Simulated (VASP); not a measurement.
# A VASP study of Sn (r2SCAN): structure first, properties next, part 4 of 4

What structure and properties does r2SCAN give Sn, and how near are they to the measured ones? The start is a cell from a database of measured crystal structures.

VASP 6.6.1; r2SCAN; plane waves and PAW (Sn_d).

Still holding for the runs below: The k-mesh is coarse for a metal.

So far. Step 10 (Volume scan with r2SCAN (run 3)): The pressure falls from 2.25 to 1.16 GPa. Step 10 (Volume scan with r2SCAN (run 3)): The run ends at a pressure of 1.16 GPa.

The database entry behind the starting cell differs from later determinations by our own check (about 0.15 % long, nanocrystals), so it need not match the best structure at ambient conditions.

**11. Volume scan with r2SCAN (run 4)**

INCAR reads:

```
SYSTEM = Sn
PREC = Accurate
ENCUT = 400
EDIFF = 1E-06
NELM = 100
ISMEAR = 1
SIGMA = 0.2
LREAL = .FALSE.
ALGO = Normal
METAGGA = R2SCAN
LASPH = .TRUE.
NBANDS = 20
LORBIT = 11
LWAVE = .FALSE.
LCHARG = .FALSE.
KPAR = 2
ISIF = 2
```

POSCAR reads:

```
Sn
1.0
   -2.9045720571      2.9045720571      1.6384020222
    2.9045720571     -2.9045720571      1.6384020222
    2.9045720571      2.9045720571     -1.6384020222
Sn
2
Direct
    0.0000000000      0.0000000000      0.0000000000
    0.7500000000      0.2500000000      0.5000000000
```

KPOINTS reads:

```
Automatic mesh
0
Gamma
8 8 8
0 0 0
```

The projector-augmented-wave data sets are Sn_d (PBE family, release 64).

Started as:

```
$ mpirun -np 2 vasp_std
```

Output:

```text
[... set-up lines as in an earlier step ...]
 entering main loop
       N       E                     dE             d eps       ncg     rms          rms(c)
[... 1 cycle as in an earlier step ...]
DAV:   2    -0.328353228965E+02   -0.19245E+03   -0.18929E+03  2388   0.414E+02
DAV:   3    -0.527652739115E+02   -0.19930E+02   -0.19788E+02  2676   0.133E+02
DAV:   4    -0.533819829469E+02   -0.61671E+00   -0.61616E+00  2708   0.264E+01
DAV:   5    -0.534093276674E+02   -0.27345E-01   -0.27344E-01  3312   0.497E+00    0.383E+00
DAV:   6    -0.492198567323E+02    0.41895E+01   -0.11515E+00  2748   0.175E+01    0.190E+00
DAV:   7    -0.492288909215E+02   -0.90342E-02   -0.19342E-02  2792   0.154E+00    0.947E-01
[... 1 cycle as in an earlier step ...]
DAV:   9    -0.492343812007E+02    0.93235E-04   -0.15978E-03  3164   0.642E-01    0.440E-02
DAV:  10    -0.492343935724E+02   -0.12372E-04   -0.59735E-05  2988   0.900E-02    0.189E-02
DAV:  11    -0.492343896360E+02    0.39364E-05   -0.61089E-05  3192   0.115E-01    0.285E-03
DAV:  12    -0.492343908454E+02   -0.12094E-05   -0.21419E-06  2248   0.169E-02    0.399E-03
DAV:  13    -0.492343885474E+02    0.22980E-05   -0.25098E-06  1712   0.255E-02    0.692E-04
DAV:  14    -0.492343885165E+02    0.30873E-07   -0.22739E-07  1440   0.435E-03
   1 F= -.49234389E+02 E0= -.49235092E+02  d E =0.211015E-02
```

Wall time 56 s (2 MPI ranks of Intel Xeon 6975P-C (Granite Rapids), shared host); peak memory 0.34 GiB; 1.8 min of CPU time.

OUTCAR, selected parts (step 11):

```text
  Total       -0.0044575     -0.0044575      0.0102303      0.0000000      0.0000000      0.0000000
  in kB       -0.1291683     -0.1291683      0.2964525      0.0000000      0.0000000      0.0000000
  external PRESSURE =       0.0127053 kB  Pullay stress =       0.0000000 kB

 POSITION                                       TOTAL-FORCE (eV/Angst)
 -----------------------------------------------------------------------------------
      0.00000      0.00000      0.00000         0.000000     -0.000000      0.000000
      0.00000      2.90457      0.81920        -0.000000      0.000000     -0.000000
 -----------------------------------------------------------------------------------
    total drift:                                0.000000      0.000000      0.000000

  FREE ENERGIE OF THE ION-ELECTRON SYSTEM (eV)
  ---------------------------------------------------
  free  energy   TOTEN  =       -49.2343885165 eV

  energy  without entropy=      -49.2364986636  energy(sigma->0) =      -49.23509190

[... 2 parts as in an earlier step ...]

[... 1 further part left out ...]
[key lines of the parts left out:]
E-fermi :   7.6478
```

The pressure falls from 1.16 to 0.00 GPa.

The run ends at a pressure of 0.00 GPa.

**12. Volume scan with r2SCAN (run 5)**

INCAR is that of step 11.

POSCAR reads:

```
Sn
1.0
   -2.9238081942      2.9238081942      1.6492526829
    2.9238081942     -2.9238081942      1.6492526829
    2.9238081942      2.9238081942     -1.6492526829
Sn
2
Direct
    0.0000000000      0.0000000000      0.0000000000
    0.7500000000      0.2500000000      0.5000000000
```

KPOINTS is that of step 11.

Started as:

```
$ mpirun -np 2 vasp_std
```

Output:

```text
[... set-up lines as in an earlier step ...]
 entering main loop
       N       E                     dE             d eps       ncg     rms          rms(c)
DAV:   1     0.160712972343E+03    0.16071E+03   -0.13099E+04  2380   0.192E+03
DAV:   2    -0.327816926093E+02   -0.19349E+03   -0.19003E+03  2388   0.417E+02
DAV:   3    -0.527766895419E+02   -0.19995E+02   -0.19856E+02  2708   0.133E+02
DAV:   4    -0.533878513861E+02   -0.61116E+00   -0.61067E+00  2664   0.262E+01
[...]
DAV:  12    -0.492312355236E+02   -0.14030E-05   -0.24712E-06  2248   0.189E-02    0.385E-03
DAV:  13    -0.492312333423E+02    0.21812E-05   -0.23684E-06  1560   0.247E-02    0.609E-04
DAV:  14    -0.492312333277E+02    0.14596E-07   -0.23611E-07  1440   0.446E-03
   1 F= -.49231233E+02 E0= -.49232257E+02  d E =0.307107E-02
```

Wall time 52 s (2 MPI ranks); peak memory 0.34 GiB; 1.7 min of CPU time.

OUTCAR, selected parts (step 12):

```text
  Total       -0.3933376     -0.3933376     -0.3049096      0.0000000      0.0000000      0.0000000
  in kB      -11.1745767    -11.1745767     -8.6623714      0.0000000      0.0000000      0.0000000
  external PRESSURE =     -10.3371750 kB  Pullay stress =       0.0000000 kB

 POSITION                                       TOTAL-FORCE (eV/Angst)
 -----------------------------------------------------------------------------------
      0.00000      0.00000      0.00000         0.000000     -0.000000     -0.000000
     -0.00000      2.92381      0.82463        -0.000000      0.000000      0.000000
 -----------------------------------------------------------------------------------
    total drift:                                0.000000      0.000000      0.000000

  FREE ENERGIE OF THE ION-ELECTRON SYSTEM (eV)
  ---------------------------------------------------
  free  energy   TOTEN  =       -49.2312333277 eV

  energy  without entropy=      -49.2343044026  energy(sigma->0) =      -49.23225702

[... 1 part as in an earlier step ...]

[... 2 further parts left out ...]
[key lines of the parts left out:]
E-fermi :   7.4151
```

The pressure falls from 0.00 to -1.03 GPa.

The run ends at a pressure of -1.03 GPa.

**13. Volume scan with r2SCAN (run 6)**

INCAR is that of step 12.

POSCAR reads:

```
Sn
1.0
   -2.9427944937      2.9427944937      1.6599624160
    2.9427944937     -2.9427944937      1.6599624160
    2.9427944937      2.9427944937     -1.6599624160
Sn
2
Direct
    0.0000000000      0.0000000000      0.0000000000
    0.7500000000      0.2500000000      0.5000000000
```

KPOINTS is that of step 12.

Started as:

```
$ mpirun -np 2 vasp_std
```

Output:

```text
[... set-up lines as in an earlier step ...]
 entering main loop
       N       E                     dE             d eps       ncg     rms          rms(c)
DAV:   1     0.158844701474E+03    0.15884E+03   -0.13138E+04  2368   0.188E+03
DAV:   2    -0.330520947225E+02   -0.19190E+03   -0.18867E+03  2376   0.411E+02
DAV:   3    -0.527631691079E+02   -0.19711E+02   -0.19531E+02  2672   0.132E+02
DAV:   4    -0.533864202584E+02   -0.62325E+00   -0.62147E+00  2676   0.263E+01
[...]
DAV:  12    -0.492213905956E+02   -0.15989E-05   -0.30120E-06  2276   0.214E-02    0.373E-03
DAV:  13    -0.492213885250E+02    0.20707E-05   -0.22859E-06  1500   0.240E-02    0.556E-04
DAV:  14    -0.492213885182E+02    0.67571E-08   -0.24666E-07  1440   0.459E-03
   1 F= -.49221389E+02 E0= -.49222658E+02  d E =0.380935E-02
```

It took 53 s on 2 MPI ranks; peak memory 0.34 GiB; 1.7 min of CPU time.

OUTCAR, selected parts (step 13):

```text
  Total       -0.7508237     -0.7508237     -0.6004373      0.0000000     -0.0000000      0.0000000
  in kB      -20.9204231    -20.9204231    -16.7301602      0.0000000     -0.0000000      0.0000000
  external PRESSURE =     -19.5236688 kB  Pullay stress =       0.0000000 kB

 POSITION                                       TOTAL-FORCE (eV/Angst)
 -----------------------------------------------------------------------------------
      0.00000      0.00000      0.00000        -0.000000     -0.000000      0.000000
     -0.00000      2.94279      0.82998         0.000000      0.000000     -0.000000
 -----------------------------------------------------------------------------------
    total drift:                                0.000000     -0.000000      0.000000

  FREE ENERGIE OF THE ION-ELECTRON SYSTEM (eV)
  ---------------------------------------------------
  free  energy   TOTEN  =       -49.2213885182 eV

  energy  without entropy=      -49.2251978692  energy(sigma->0) =      -49.22265830

[... 1 part as in an earlier step ...]

[... 2 further parts left out ...]
[key lines of the parts left out:]
E-fermi :   7.1913
```

The pressure falls from -1.03 to -1.95 GPa.

The run ends at a pressure of -1.95 GPa.

**14. Volume scan with r2SCAN (run 7)**

A prediction first. A parabola through the 6 pressures of evenly scaled cells so far, P = -0.01 -53.3 t +96 t² GPa with t = ln(V/V₁) and V₁ the volume at scale 1, gives -2.79 GPa at t = +0.0583.

INCAR is that of step 13.

POSCAR reads:

```
Sn
1.0
   -2.9615389131      2.9615389131      1.6705357101
    2.9615389131     -2.9615389131      1.6705357101
    2.9615389131      2.9615389131     -1.6705357101
Sn
2
Direct
    0.0000000000      0.0000000000      0.0000000000
    0.7500000000      0.2500000000      0.5000000000
```

KPOINTS is that of step 13.

Started as:

```
$ mpirun -np 2 vasp_std
```

Output:

```text
[... set-up lines as in an earlier step ...]
 entering main loop
       N       E                     dE             d eps       ncg     rms          rms(c)
DAV:   1     0.160109932708E+03    0.16011E+03   -0.13138E+04  2384   0.187E+03
DAV:   2    -0.328566649262E+02   -0.19297E+03   -0.18950E+03  2384   0.412E+02
DAV:   3    -0.527613845195E+02   -0.19905E+02   -0.19751E+02  2672   0.133E+02
DAV:   4    -0.533786842300E+02   -0.61730E+00   -0.61656E+00  2640   0.263E+01
[...]
DAV:  12    -0.492055278011E+02   -0.18000E-05   -0.36949E-06  2384   0.240E-02    0.370E-03
DAV:  13    -0.492055258518E+02    0.19493E-05   -0.20589E-06  1496   0.227E-02    0.486E-04
DAV:  14    -0.492055257849E+02    0.66862E-07   -0.24596E-07  1416   0.466E-03
   1 F= -.49205526E+02 E0= -.49206944E+02  d E =0.425576E-02
```

Elapsed: 66 s, on 2 MPI ranks; peak memory 0.35 GiB; 2.2 min of CPU time.

Parts of OUTCAR (step 14):

```text
  Total       -1.0771831     -1.0771831     -0.8795647      0.0000000      0.0000000      0.0000000
  in kB      -29.4475708    -29.4475708    -24.0451621      0.0000000      0.0000000      0.0000000
  external PRESSURE =     -27.6467679 kB  Pullay stress =       0.0000000 kB

 POSITION                                       TOTAL-FORCE (eV/Angst)
 -----------------------------------------------------------------------------------
      0.00000      0.00000      0.00000        -0.000000     -0.000000      0.000000
      0.00000      2.96154      0.83527         0.000000      0.000000     -0.000000
 -----------------------------------------------------------------------------------
    total drift:                                0.000000      0.000000      0.000000

  FREE ENERGIE OF THE ION-ELECTRON SYSTEM (eV)
  ---------------------------------------------------
  free  energy   TOTEN  =       -49.2055257849 eV

  energy  without entropy=      -49.2097815416  energy(sigma->0) =      -49.20694437

[... 1 part as in an earlier step ...]

[... 2 further parts left out ...]
[key lines of the parts left out:]
E-fermi :   6.9748
```

The pressure falls from -1.95 to -2.76 GPa. The parabola predicted -2.79 GPa, -0.02 GPa off.

**15. Side by side**

Times are for 2 MPI ranks of Intel Xeon 6975P-C (Granite Rapids), shared host. The series side by side:

```csv
no.,volume scale,energy above the lowest point (meV/atom),pressure (GPa),time,memory (GiB)
1,0.94,20.42,3.692,37 s,0.33
2,0.96,9.08,2.249,39 s,0.33
3,0.98,2.4,1.162,55 s,0.33
4,1,0,0.001271,56 s,0.34
5,1.02,1.42,-1.034,52 s,0.34
6,1.04,6.22,-1.952,53 s,0.34
7,1.06,14.07,-2.765,66 s,0.35
```

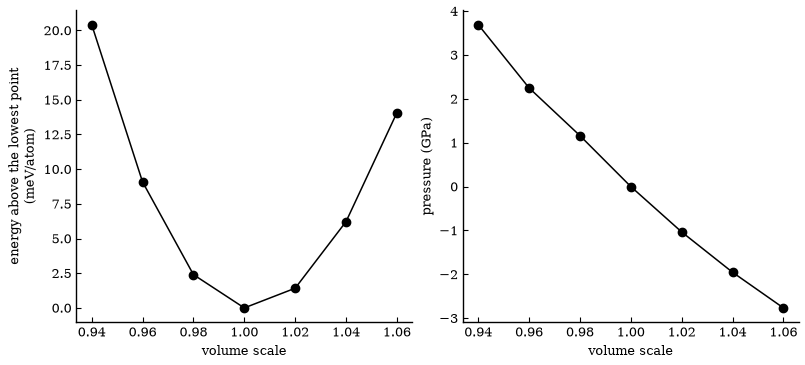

The series as plots.

**16. Fit for r2SCAN**

This step: Birch-Murnaghan fit, r2SCAN; plane waves and PAW (VASP 6.6.1).

Derived from the runs above.

Numbers from this step:

```yaml
pressure_derivative_of_the_bulk_modulus: 4.453
r_m_s_error_of_the_fit: 1.31e-5 eV/atom
minimum_inside_the_sampled_range: yes
bulk_modulus: 54.46 GPa
equilibrium_volume_of_the_fit: 27.71 Å³/atom
```

The energy above the fitted minimum by volume:

```csv
volume (Å³/atom),energy above the fitted minimum (eV/atom)
25.99,0.0204
26.54,0.00910
27.09,0.00241
27.64,1.5e-5
28.20,0.00143
28.75,0.00623
29.30,0.0141
```

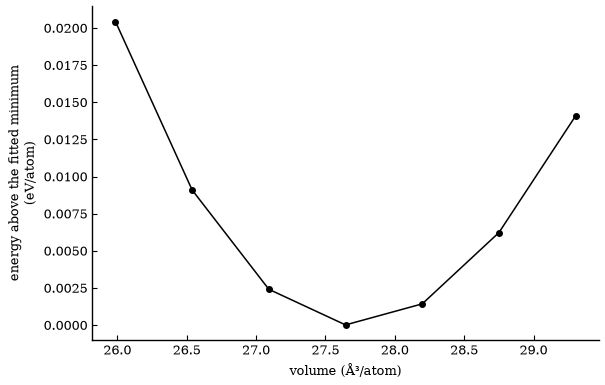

Energy above the fitted minimum against volume.

The fitted volume lies +0.23 % from the relaxed one. At a finite cutoff and mesh the minimum of the energy and the zero of the stress don't quite coincide, and the relaxation stops at a threshold.

**17. Summary of results**

| Quantity | Value |
| --- | --- |
| relaxed volume | 27.64 Å³/atom |
| relaxed conventional cell a, b, c | 5.809, 5.809, 3.277 Å |
| space group after relaxing, within 0.02 Å | I4_1/amd (No. 141) |
| band gap | none, a metal |
| DOS at the Fermi level | 0.874 states/eV/cell |
| highest zone-centre mode | 134 cm⁻¹ |
| bulk modulus from the fit | 54.5 GPa |
| volume from the fit | 27.7 Å³/atom |

In words: With r2SCAN, Sn relaxes to 27.64 Å³/atom in space group I4_1/amd (held by the symmetry of the run), comes out as a metal and has a bulk modulus of 54.5 GPa at fixed shape and positions, an upper bound. Against the listed cell the volume lies +1.7 % (a -0.5 %, c +2.8 %). Band structure (r2SCAN): Of the bands kept, 4 cross the Fermi level on this path. Vibrations at Γ (r2SCAN): The highest mode in this list at Γ lies at 133.7 cm⁻¹. Spin-orbit coupling is left out, and with elements this heavy it would split and shift bands near the Fermi level. The k-sampling is coarse for a metal, so the Fermi level, pressures and the shape of the cell carry errors. Modes at Γ alone can't show that the crystal is stable at other wave vectors. No search among competing phases was made. All values are for a static lattice at zero temperature.

Comparison with the measured values:

```
              quantity  measured          r2SCAN
lattice constant c (Å)     3.182  3.277 (+3.0 %)
```

Measured values from arxiv:1310.3080 (2013).

Verdict: The lattice constant c is off by +3.0 %: a clear miss. The grades are ours: good and fair within 0.8 and 2 % for the lattice constant c. Zero-point motion and thermal expansion are not in the computed lattice constants. As a rule both would widen the computed cell, so the excess over experiment is if anything larger than shown.

[Lines on the potential files, build, host, timing and source positions are cut from VASP's logs without a mark.]

[Logs are printed without paths, hosts, clocks, repeated set-up lines and the standing remarks that a program may print on its own settings, such as how far it seeks lower states.]

[Hosts, paths, dates, database ids (printed as entryN), source tags and the programs' standing remarks are cut or masked in the printed files.]

[A measured line is paired with the nearest computed mode of its activity, which favours agreement.]
